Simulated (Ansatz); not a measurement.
# CCSD/cc-pVDZ run of CH9NSi2 (SMILES C[SiH2]N[SiH3])

What is the vertical ionisation energy of CH9NSi2 at CCSD/cc-pVDZ? 

The calculation is run with Ansatz 0.2.0.

44 further runs of the same task are left out: 44 set aside as unsound or not needed. Runs told in other sessions of the task aren't counted.

**1. The molecule**

CH9NSi2 has 13 atoms, charge 0, and is taken as a singlet. As SMILES, `C[SiH2]N[SiH3]`. The coordinates come from a PBE0-D4/def2-TZVP relaxation. This is one conformer, not always the lowest.

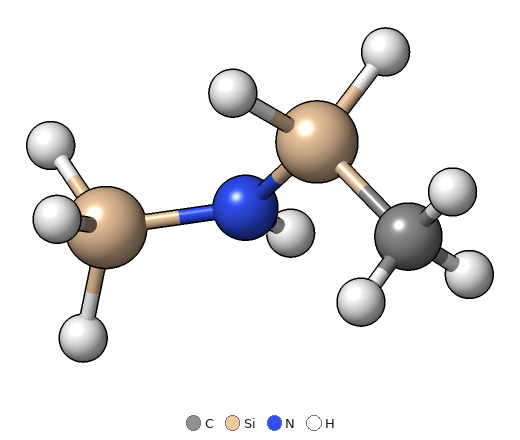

Viewed from a chosen angle; carbon grey, silicon light orange, nitrogen blue, hydrogen white.

**2. A single-point energy at CCSD/cc-pVDZ**

run.yaml

```yaml
crystal:
  periodic: [false, false, false]
  atoms:
    - symbol: C
      position_ang: [0.548000, 2.005600, -0.681400]
    - symbol: Si
      position_ang: [-0.416900, 0.418300, -0.851600]
    - symbol: N
      position_ang: [0.330700, -0.910900, -0.035400]
    - symbol: Si
      position_ang: [-0.254700, -1.802600, 1.318600]
    - symbol: H
      position_ang: [0.048800, 2.818700, -1.215900]
    - symbol: H
      position_ang: [0.644700, 2.292400, 0.368400]
    - symbol: H
      position_ang: [1.553200, 1.899700, -1.098200]
    - symbol: H
      position_ang: [-0.565400, 0.112100, -2.303700]
    - symbol: H
      position_ang: [-1.769200, 0.566800, -0.250900]
    - symbol: H
      position_ang: [1.189600, -1.253400, -0.443100]
    - symbol: H
      position_ang: [-1.238600, -0.954600, 2.037800]
    - symbol: H
      position_ang: [0.874300, -2.146100, 2.226000]
    - symbol: H
      position_ang: [-0.924100, -3.080700, 0.944100]
basis:
  gaussian:
    orbitals: cc-pVDZ
correlation:
  method: ccsd
  frozen_orbitals: {C: 1, H: 0, "N": 1, Si: 5}
accuracy: high
scf:
  omitted_lower_state_checks: [cluster_reference, increment]
```

Started as:

```sh
$ ansatz run run.yaml --threads 1 --pin off --max-ram 2610MiB --events-out events.jsonl --progress --plain --runs-dir runs
```

Output:

```text
Warning: RAYON_NUM_THREADS=1 ignored (pool sized by the plan → 1); use --threads N
Functional definition: HF
  name "HF"
  exchange = exact_x
  correlation = 0
these checks for a lower state are left out or cut short: cluster_reference, increment
2673 factors; integrals over basis functions are off by at most 3.8e-9 eV
mean field evaluation 1: about -18377.2803 eV, gradient 3.5e1 eV
mean field evaluation 2: about -18377.2979 eV, gradient 3.5e1 eV
mean field evaluation 4: about -18380.4151 eV, gradient 3.7e0 eV
mean field evaluation 8: about -18380.4603 eV, gradient 1.1e-4 eV
mean field -18380.46032212 eV, -675.4694581144 hartree, gradient 8.6e-9 eV, S^2 0.000000; 0 other end points of the search recorded, 0 dependent functions left out
12 core orbitals not correlated: weight in the atoms' cores, before any rotation towards them, 1.000 or more for the frozen orbitals, at most 0.000 for the correlated occupied ones
reference -18380.46032212 eV, -675.4694581144 hartree; 13, 13 occupied and 84, 84 virtual orbitals, 2673 factors
second order -14.23059789 eV of doubles, -0.00000000 eV of singles
cycle   1  -15.44608945 eV  change    -1.2e0 eV  update   8.9e-2
cycle   2  -15.94696700 eV  change   -5.0e-1 eV  update   2.7e-2
cycle   3  -16.01110826 eV  change   -6.4e-2 eV  update   9.7e-3
cycle   4  -16.00830439 eV  change    2.8e-3 eV  update   2.6e-3
cycle   5  -16.00820303 eV  change    1.0e-4 eV  update   8.2e-4
cycle   6  -16.00808638 eV  change    1.2e-4 eV  update   2.3e-4
cycle   7  -16.00802339 eV  change    6.3e-5 eV  update   7.6e-5
cycle   8  -16.00802702 eV  change   -3.6e-6 eV  update   2.6e-5
cycle   9  -16.00802620 eV  change    8.2e-7 eV  update   7.7e-6
cycle  10  -16.00802255 eV  change    3.7e-6 eV  update   2.9e-6
cycle  11  -16.00802354 eV  change   -1.0e-6 eV  update   1.0e-6
cycle  12  -16.00802423 eV  change   -6.9e-7 eV  update   3.1e-7
cycle  13  -16.00802461 eV  change   -3.7e-7 eV  update   1.3e-7
cycle  14  -16.00802471 eV  change   -1.0e-7 eV  update   6.0e-8
cycle  15  -16.00802472 eV  change   -8.9e-9 eV  update   3.5e-8
cycle  16  -16.00802472 eV  change    1.3e-9 eV  update   2.5e-8
cycle  17  -16.00802456 eV  change    1.6e-7 eV  update   1.2e-7
cycle  18  -16.00802456 eV  change  -1.2e-11 eV  update   2.6e-8
cycle  19  -16.00802455 eV  change    7.6e-9 eV  update   6.4e-9
cycle  20  -16.00802455 eV  change    2.5e-9 eV  update   2.0e-9
cycle  21  -16.00802455 eV  change   5.7e-10 eV  update  6.6e-10
Total energy: -18396.46834667 eV, -676.0577421659 hartree
Checks for a lower state left out: cluster_reference, increment
```

It took 31 s on 1 thread of Intel Xeon Platinum 8259CL at 2.50GHz (Skylake/Cascade Lake), shared host; peak memory 0.91 GiB.

**3. The doublet cation at the same level**

job.yaml

```yaml
crystal:
  periodic: [false, false, false]
  atoms:
    - {symbol: C, position_ang: [0.548000, 2.005600, -0.681400]}
    - {symbol: Si, position_ang: [-0.416900, 0.418300, -0.851600]}
    - {symbol: "N", position_ang: [0.330700, -0.910900, -0.035400]}
    - {symbol: Si, position_ang: [-0.254700, -1.802600, 1.318600]}
    - {symbol: H, position_ang: [0.048800, 2.818700, -1.215900]}
    - {symbol: H, position_ang: [0.644700, 2.292400, 0.368400]}
    - {symbol: H, position_ang: [1.553200, 1.899700, -1.098200]}
    - {symbol: H, position_ang: [-0.565400, 0.112100, -2.303700]}
    - {symbol: H, position_ang: [-1.769200, 0.566800, -0.250900]}
    - {symbol: H, position_ang: [1.189600, -1.253400, -0.443100]}
    - {symbol: H, position_ang: [-1.238600, -0.954600, 2.037800]}
    - {symbol: H, position_ang: [0.874300, -2.146100, 2.226000]}
    - {symbol: H, position_ang: [-0.924100, -3.080700, 0.944100]}
basis:
  gaussian: {orbitals: cc-pVDZ}
total_charge: 1
magnetization: {spin_polarized: true, initial_magnetization: 1}
correlation: {method: ccsd, frozen_orbitals: {C: 1, H: 0, "N": 1, Si: 5}}
accuracy: high
scf: {omitted_lower_state_checks: [cluster_reference, increment]}
```

Started as:

```sh
$ ansatz run job.yaml --threads 1 --pin off --max-ram 2610MiB --events-out events.jsonl --progress --plain --runs-dir runs
```

Output:

```text
Warning: RAYON_NUM_THREADS=1 ignored (pool sized by the plan → 1); use --threads N
Functional definition: HF
  name "HF"
  exchange = exact_x
  correlation = 0
these checks for a lower state are left out or cut short: cluster_reference, increment
2672 factors; integrals over basis functions are off by at most 3.8e-9 eV
mean field evaluation 1: about -18364.8550 eV, gradient 3.3e1 eV
mean field evaluation 2: about -18364.8714 eV, gradient 3.3e1 eV
mean field evaluation 4: about -18371.2830 eV, gradient 4.3e0 eV
mean field evaluation 8: about -18372.0761 eV, gradient 4.7e-1 eV
mean field evaluation 16: about -18372.0813 eV, gradient 1.5e-8 eV
mean field evaluation 32: about -18372.0807 eV, gradient 1.9e-1 eV
mean field -18372.08126290 eV, -675.1615333675 hartree, gradient 1.5e-8 eV, S^2 0.764690; 2 other end points of the search recorded, 0 dependent functions left out
12 core orbitals not correlated: weight in the atoms' cores, before any rotation towards them, 1.000 or more for the frozen orbitals, at most 0.000 for the correlated occupied ones
reference -18372.08126290 eV, -675.1615333675 hartree; 13, 12 occupied and 84, 85 virtual orbitals, 2672 factors
second order -13.07503969 eV of doubles, -0.00000000 eV of singles
cycle   1  -14.48368646 eV  change    -1.4e0 eV  update   1.1e-1
cycle   2  -15.04206252 eV  change   -5.6e-1 eV  update   3.8e-2
cycle   3  -15.13469591 eV  change   -9.3e-2 eV  update   3.1e-2
cycle   4  -15.16185421 eV  change   -2.7e-2 eV  update   2.1e-2
cycle   5  -15.17060315 eV  change   -8.7e-3 eV  update   1.1e-2
cycle   6  -15.17789369 eV  change   -7.3e-3 eV  update   4.4e-3
cycle   7  -15.17844131 eV  change   -5.5e-4 eV  update   1.8e-3
cycle   8  -15.17958213 eV  change   -1.1e-3 eV  update   1.1e-3
cycle   9  -15.17931517 eV  change    2.7e-4 eV  update   6.9e-4
cycle  10  -15.17935596 eV  change   -4.1e-5 eV  update   3.5e-4
cycle  11  -15.17947850 eV  change   -1.2e-4 eV  update   1.5e-4
cycle  12  -15.17945978 eV  change    1.9e-5 eV  update   5.8e-5
cycle  13  -15.17945348 eV  change    6.3e-6 eV  update   2.9e-5
cycle  14  -15.17943035 eV  change    2.3e-5 eV  update   1.7e-5
cycle  15  -15.17941985 eV  change    1.1e-5 eV  update   8.0e-6
cycle  16  -15.17942362 eV  change   -3.8e-6 eV  update   5.1e-6
cycle  17  -15.17942583 eV  change   -2.2e-6 eV  update   3.0e-6
cycle  18  -15.17942665 eV  change   -8.1e-7 eV  update   1.7e-6
cycle  19  -15.17942566 eV  change    9.8e-7 eV  update   8.9e-7
cycle  20  -15.17942545 eV  change    2.2e-7 eV  update   3.9e-7
cycle  21  -15.17942579 eV  change   -3.5e-7 eV  update   2.2e-7
cycle  22  -15.17942612 eV  change   -3.3e-7 eV  update   1.1e-7
cycle  23  -15.17942628 eV  change   -1.6e-7 eV  update   6.3e-8
cycle  24  -15.17942634 eV  change   -6.5e-8 eV  update   4.0e-8
cycle  25  -15.17942620 eV  change    1.4e-7 eV  update   1.2e-7
cycle  26  -15.17942623 eV  change   -2.7e-8 eV  update   3.4e-8
cycle  27  -15.17942623 eV  change   -1.7e-9 eV  update   1.3e-8
cycle  28  -15.17942623 eV  change  -3.4e-10 eV  update   7.3e-9
cycle  29  -15.17942623 eV  change    2.2e-9 eV  update   4.2e-9
cycle  30  -15.17942622 eV  change    2.4e-9 eV  update   2.4e-9
cycle  31  -15.17942622 eV  change   8.1e-10 eV  update   1.2e-9
Total energy: -18387.26068912 eV, -675.7193669922 hartree
Checks for a lower state left out: cluster_reference, increment
```

Wall time 1.9 min (1 thread of Intel Xeon Platinum 8259CL at 2.50GHz (Skylake/Cascade Lake), shared host); peak memory 1.9 GiB.

**4. Results**

Level: CCSD/cc-pVDZ, 12 core orbitals frozen.

| quantity | value |
| --- | --- |
| singlet CH9NSi2: total energy | -676.05774 Eh |
| singlet CH9NSi2: correlation energy (12 core orbitals frozen) | -588.3 mEh |
| singlet CH9NSi2: T1 diagnostic | 0.010 |
| doublet cation: total energy | -675.71937 Eh |
| doublet cation: correlation energy (12 core orbitals frozen) | -557.8 mEh |
| doublet cation: ⟨S²⟩ of the reference determinant | 0.765 |
| doublet cation: T1 diagnostic | 0.031 |
| vertical ionisation energy (to the doublet cation) | 9.208 eV |

In words: Removing an electron at fixed nuclei costs 9.21 eV (888 kJ/mol).
